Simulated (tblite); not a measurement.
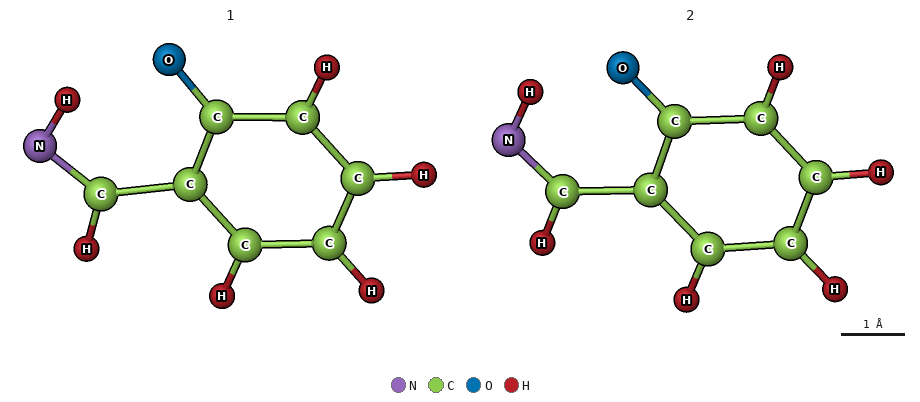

Two geometries of C7H6NO (multiplicity 2), drawn at one scale. One is the start of a relaxation, the other its converged end. The picture is a ball-and-stick view, seen at a tilt.

All numbers below come from GFN2-xTB geometry optimisation, gas phase in tblite. 

> Which geometry has the lower energy?

Structure 2 is the relaxed one. The largest move after the best rigid fit is that of the O atom, 0.20 Å. By element the largest moves are O 0.20 Å, N 0.19 Å, H 0.16 Å, C 0.11 Å. Near-neighbour distances that change, for instance: C–C 1.502 → 1.446 Å, C–C 1.401 → 1.368 Å, C–N 1.283 → 1.252 Å, C–H 1.109 → 1.088 Å. Among the angles between lasting bonds that change: C–N–H 104.5° → 115.5°, C–C–C 115.4° → 123.9°, C–C–C 122.0° → 114.1°. The energy falls by 0.366 eV in 28 geometry steps. The run took 0.19 s on 1 thread of Arm Neoverse V1, with other jobs on the host.
